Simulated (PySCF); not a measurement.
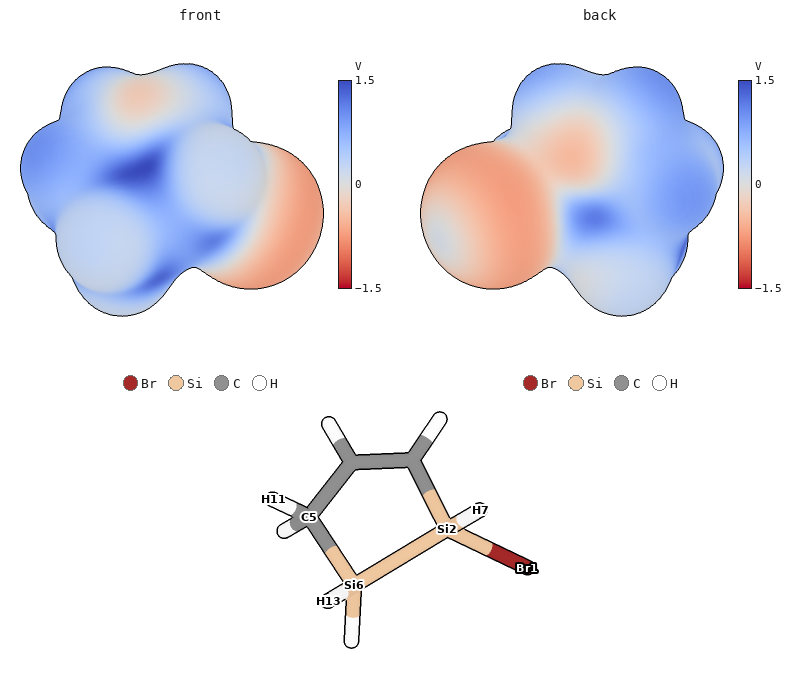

Figure 1: C$_{3}$H$_{7}$BrSi$_{2}$. The electrostatic potential painted on the density surface at 0.002 e/bohr³, seen from the front and from behind; the colour scale runs from red (negative) to blue (positive). The bare structure is drawn below in the same view.

Geometry: GFN2-xTB.

These are results of CAM-B3LYP/def2-SVPD, SCF density, gas phase (PySCF 2.14.0), not measurements.

```json
{"atom": "Br", "x (Å)": "2.9392", "y (Å)": "-1.5436", "z (Å)": "-0.8946"}
{"atom": "Si", "x (Å)": "1.3666", "y (Å)": "-0.7473", "z (Å)": "0.5060"}
{"atom": "C", "x (Å)": "1.0673", "y (Å)": "1.0628", "z (Å)": "0.0961"}
{"atom": "C", "x (Å)": "-0.1732", "y (Å)": "1.4189", "z (Å)": "-0.2210"}
{"atom": "C", "x (Å)": "-1.3375", "y (Å)": "0.4772", "z (Å)": "-0.2644"}
{"atom": "Si", "x (Å)": "-0.8119", "y (Å)": "-1.3413", "z (Å)": "0.0423"}
{"atom": "H", "x (Å)": "2.0207", "y (Å)": "-0.9136", "z (Å)": "1.8028"}
{"atom": "H", "x (Å)": "1.8537", "y (Å)": "1.8040", "z (Å)": "0.1047"}
{"atom": "H", "x (Å)": "-0.4059", "y (Å)": "2.4495", "z (Å)": "-0.4694"}
{"atom": "H", "x (Å)": "-1.8419", "y (Å)": "0.5966", "z (Å)": "-1.2266"}
{"atom": "H", "x (Å)": "-2.0664", "y (Å)": "0.7995", "z (Å)": "0.4845"}
{"atom": "H", "x (Å)": "-1.0646", "y (Å)": "-2.1521", "z (Å)": "-1.1504"}
{"atom": "H", "x (Å)": "-1.5504", "y (Å)": "-1.9101", "z (Å)": "1.1724"}
```

Where is the surface potential most negative and most positive?

The most negative region (about −0.7 V) lies over Br1, the most positive (about +1.4 V) over Si2 and Si6.
